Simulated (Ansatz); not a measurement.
A series of calculations on BN$_{2}$H$_{6}$F

Part 1: Relaxation

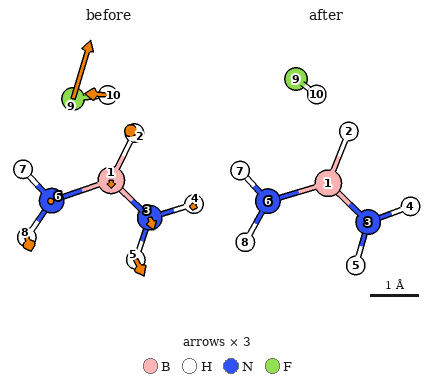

The structure of BN2H6F before (left) and after (right) a relaxation, at one scale. The orange arrows give the displacements, 3 times their true length.

A ball-and-stick model, seen at a tilt.

The run prepares an end point of a later path (reaction) calculation, from a guessed geometry.

Theory: Ansatz, RKS PBE/6-31G*. Set-up: no spin polarisation; force threshold 0.03 eV/Å; at most 50 steps.

Q: Summarise the run.

A: F9 moves most after the best rigid fit: 0.45 Å. By element the largest moves are F 0.45 Å, H 0.20 Å, N 0.11 Å, B 0.07 Å. Near-neighbour distances that change, for instance: B1–H2 1.203 → 1.220 Å, F9–H10 0.936 → 0.952 Å. The energy falls by 2.79 kcal/mol in 6 accepted moves (7 points after the start). The largest force component goes from 0.9 to 0.021 eV/Å. The line search rejected the trial step at point 2 of the run.

Part 2: Relaxation

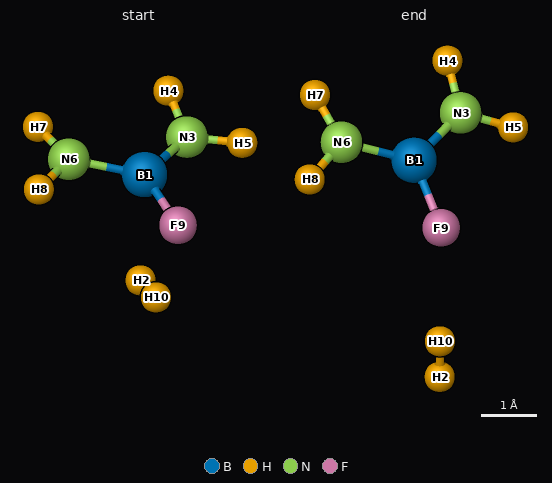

The structure of BN2H6F before (left) and after (right) a relaxation, at one scale.

The picture is a ball-and-stick view, seen at a tilt.

The run prepares an end point of a later path (reaction) calculation, from a guessed geometry.

These are results of Ansatz 0.2.0, RKS PBE/6-31G*, not measurements.

The input:
```yaml
crystal:
  periodic: [false, false, false]
  atoms:
    - { symbol: B, position_ang: [-0.043314, 0.597751, -0.522653] }
    - { symbol: H, position_ang: [0.033097, 0.126631, 1.831137] }
    - { symbol: "N", position_ang: [1.211643, -0.065636, -0.673657] }
    - { symbol: H, position_ang: [1.316386, -0.899692, -1.243485] }
    - { symbol: H, position_ang: [2.082069, 0.435355, -0.525982] }
    - { symbol: "N", position_ang: [-1.278447, 0.008835, -0.927205] }
    - { symbol: H, position_ang: [-1.367827, -0.96146, -1.211832] }
    - { symbol: H, position_ang: [-2.16499, 0.467162, -0.742682] }
    - { symbol: F, position_ang: [-0.062499, 1.841967, -0.009884] }
    - { symbol: H, position_ang: [-0.043019, 0.832986, 1.866644] }
basis:
  gaussian: { orbitals: "6-31G*" }
hamiltonian:
  xc: pbe
relax:
  f_tol: 0.03
  max_steps: 50
```

Run as
```bash
ansatz run input.yaml --threads 1 --pin off --max-ram 2048MiB --backend cpu --events-out ev --progress --plain --runs-dir out
```

### Describe what moved and what it gained.

The largest move after the best rigid fit is that of H2, 1.81 Å. Largest moves by element: H 1.81 Å, F 0.59 Å, N 0.46 Å, B 0.31 Å. Near-neighbour distances that change, for instance: H2–H10 0.711 → 0.752 Å, B1–F9 1.346 → 1.367 Å, B1–N3 1.428 → 1.423 Å. Among the angles between lasting bonds that change: B1–N3–H4 122.1° → 124.5°. The energy falls by 5.63 kcal/mol in 19 accepted moves (21 points after the start). Largest force component: 1.6 eV/Å at the start, 0.028 eV/Å at the end. The line search rejected the trial steps at points 4, 7 of the run. The forces were under the threshold at step 15, but the run went on from there.

Part 3: Path

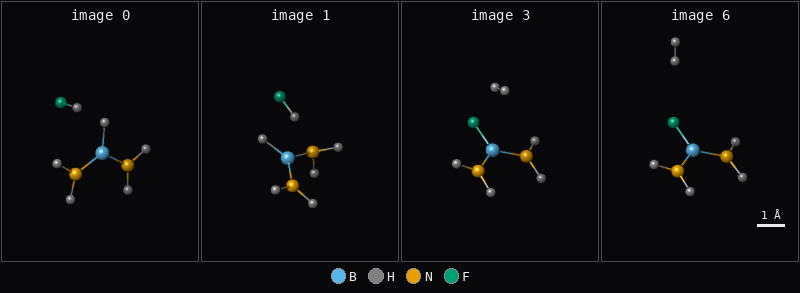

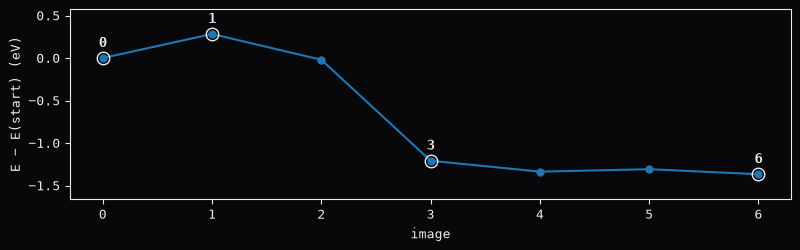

A nudged-elastic-band calculation for BN2H6F. Images are numbered from 0 (start) to 6 (end). Style: ball-and-stick. Shown at a tilt.

Level of theory: RKS PBE/6-31G* (Ansatz). Set-up: 5 movable images; climbing image; force threshold 0.05 eV/Å; iteration limit 60; starting path through a guess of the saddle point.

### What happens along the path, and what is the barrier?

The energy climbs by 0.28 eV to image 1 and then falls by 1.65 eV, so the end point sits at −1.37 eV. The path has more than one stage, and so few images may leave a stage unresolved. Breaking: B–H (1.22 → 4.17 Å), F–H (0.95 → 2.41 Å). Forming: B–F (2.90 → 1.37 Å), H–H (1.67 → 0.75 Å). The band converged in 41 iterations. The largest component of the band force went from 17 to 0.046 eV/Å. The climbing image converged on the top of the path. Its vibrational analysis gives one imaginary mode (390i cm⁻¹), as a transition state must have.

Cost: 7.1 min on 1 thread of Intel(R) Xeon(R) Platinum 8175M CPU @ 2.50GHz (Skylake/Cascade Lake), on a shared host, peak memory 0.13 GiB.
